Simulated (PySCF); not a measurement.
**C4H4O, SMILES `c1ccoc1`: what the electrons do**

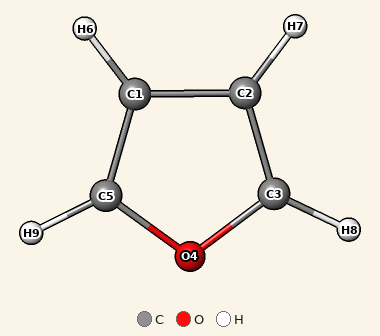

The molecule, with its atoms numbered as below. No frequency check shows the geometry to be a minimum.

Geometry (Å), atoms numbered from 1:

```
C1       0.7180   -0.9487    0.0000
C2      -0.6989   -0.9625    0.0000
C3      -1.0825    0.3419    0.0000
O4      -0.0121    1.1509    0.0000
C5       1.0761    0.3629    0.0000
H6       1.3711   -1.7969    0.0000
H7      -1.3354   -1.8232    0.0000
H8      -2.0489    0.8056    0.0000
H9       2.0333    0.8453    0.0000
```

### 1. Bonding charge

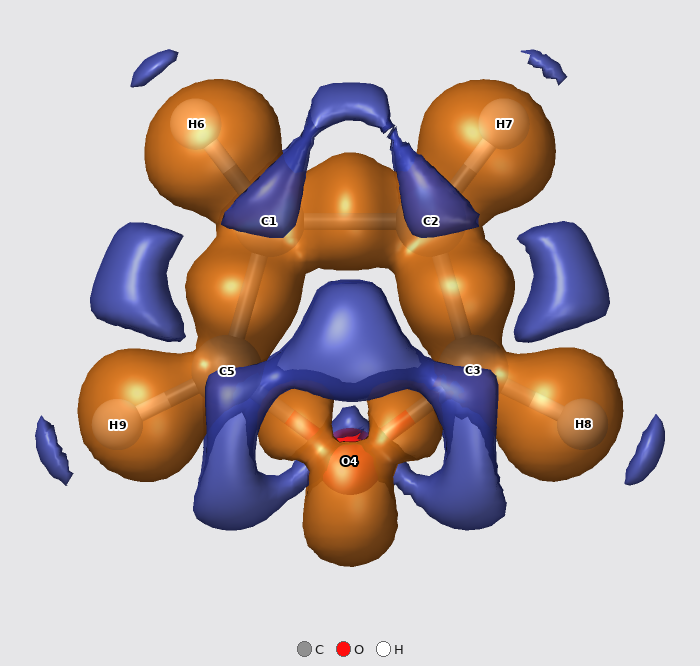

Deformation density (molecule less spherical, spin-averaged free atoms at the same positions), surfaces at ±0.05 e/Å³; orange: gain, blue: loss.

Method: PBE0/aug-cc-pVDZ; geometry: GFN2-xTB; program: PySCF.

> How much density has each bond gained at its critical point, relative to the free atoms?

C3–H8 and C5–H9: +0.78 e/Å³ at the bond critical point (bond length 1.07 Å). C1–H6 and C2–H7: +0.73 e/Å³ at the bond critical point (bond length 1.07 Å). C2–C3 and C1–C5: +0.64 e/Å³ at the bond critical point (bond length 1.36 Å). C1–C2: +0.53 e/Å³ at the bond critical point (bond length 1.42 Å). C3–O4 and O4–C5: +0.10 e/Å³ at the bond critical point (bond length 1.34 Å); up to 0.6 Å beside the axis the gain reaches +0.39 e/Å³. In all, 2.1 electrons gather in the regions of gain relative to the promolecule. A small or negative value marks a very polar bond, one between electron-rich atoms, whose free-atom densities already overlap strongly, a long bond to a heavier atom, or a closed-shell contact such as a hydrogen bond.

> Where do the Hirshfeld charges lie?

The highest Hirshfeld charge is on H8 and H9 (+0.07 e), the lowest on C1 and C2 (−0.09 e).

```
atom  charge (e)
  C1       −0.09
  C2       −0.09
  C3        0.00
  O4       −0.07
  C5        0.00
  H6       +0.06
  H7       +0.06
  H8       +0.07
  H9       +0.07
```

### 2. Bond critical points

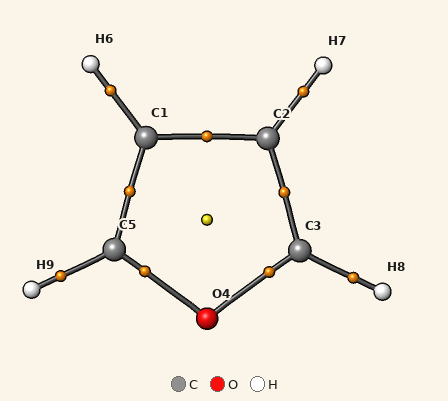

Molecular graph of the electron density (QTAIM): bond paths, bond critical points (orange), ring points (yellow, if any); weak paths are dashed.

> How many critical points of each kind are there, and does the count close?

9 nuclei, 9 bond, 1 ring and 0 cage critical points: 9 − 9 + 1 − 0 = 1, as the Poincaré–Hopf relation requires.

> Give the properties at the bond critical points.

```tsv
bond	length (Å)	ρ (a.u.)	∇²ρ (a.u.)	ε	H (a.u.)
C2–C3 (2 alike)	1.360	0.325	−0.80	0.34	−0.326
C3–H8 (2 alike)	1.072	0.290	−1.16	0.06	−0.324
C1–C2	1.417	0.289	−0.66	0.16	−0.259
C3–O4 (2 alike)	1.342	0.287	+0.05	0.09	−0.443
C1–H6 (2 alike)	1.070	0.286	−1.10	0.02	−0.315
```

> What kind of interaction is C3–H8?

Shared-shell (covalent): ρ = 0.290, ∇²ρ = −1.16, H = −0.324 a.u.

### 3. Local ionisation energy

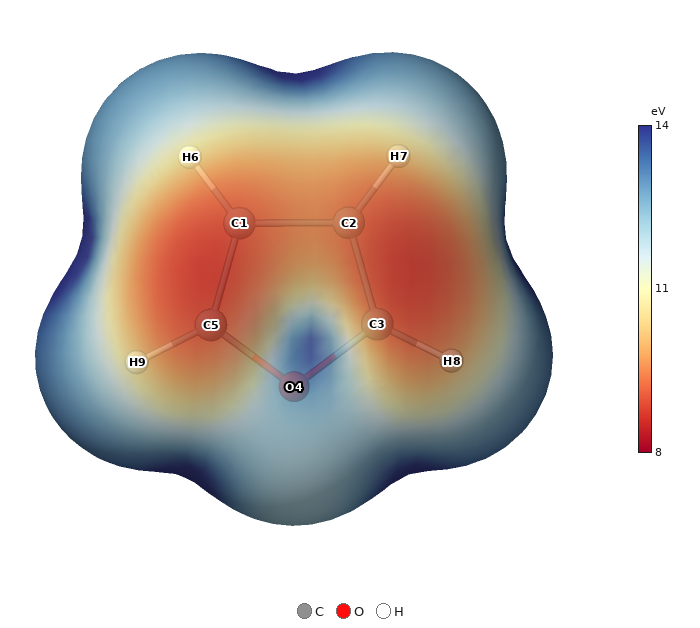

Average local ionisation energy on the surface of electron density 0.001 a.u.

> Locate the minima of the map.

The lowest value is 8.7 eV, off the C2–C3 bond (2.1 to 2.3 Å from its atoms), and at like points elsewhere. For comparison, the highest occupied orbital lies at −6.6 eV.

### 4. Magnetic shielding

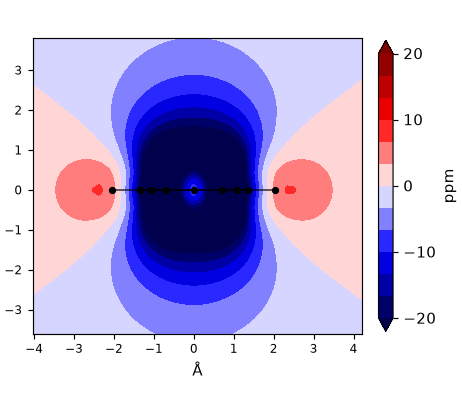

NICSzz (the component normal to the ring) in a plane perpendicular to the 5-membered ring C1/C2/C3/O4/C5; GIAO shieldings; atoms are projected onto the map; negative values mean shielding.

PySCF calculation, B3LYP/def2-SVPD, gas phase; geometry: GFN2-xTB.

> What does the map say about the ring?

It is strongly diatropic (aromatic): NICS(0) = −11.2, NICS(1) = −9.1, NICS(1)zz = −27.9 ppm.

### 5. The π system

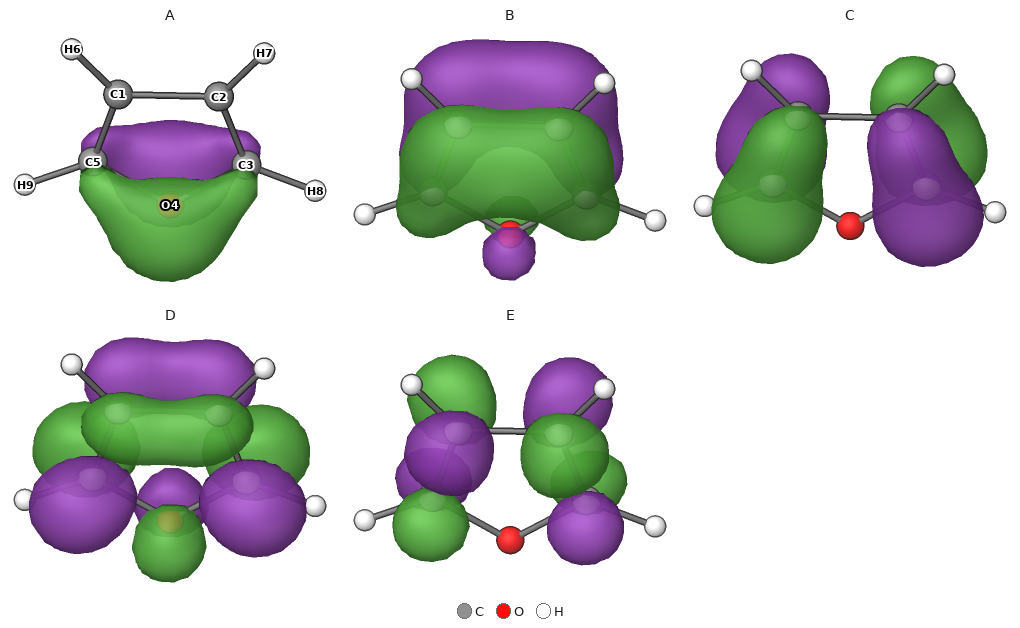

Natural orbitals of the π active space, CASSCF(6,5), singlet state, in order of falling occupation.

PySCF calculation, def2-SVPD basis, gas phase; geometry: GFN2-xTB.

> What are the natural occupation numbers?

A 1.99, B 1.95, C 1.91, D 0.09, E 0.06.

> How multiconfigurational is the state?

The leading determinant weighs 0.93; the effective number of unpaired electrons, Σ n²(2−n)², is 0.08; the most occupied of the weakly occupied orbitals holds 0.09 e, as in an ordinary closed-shell π system. The active space lowers the energy by 1.42 eV against Hartree–Fock.

> Where does the lowest triplet lie relative to the singlet, at this geometry and within this active space?

4.47 eV above it by strongly contracted NEVPT2 (+4.00 eV by CASSCF); a small basis tends to put such gaps a few tenths of an eV too high. This is a vertical energy for π states alone; a state that uses lone pairs or σ orbitals may lie lower.
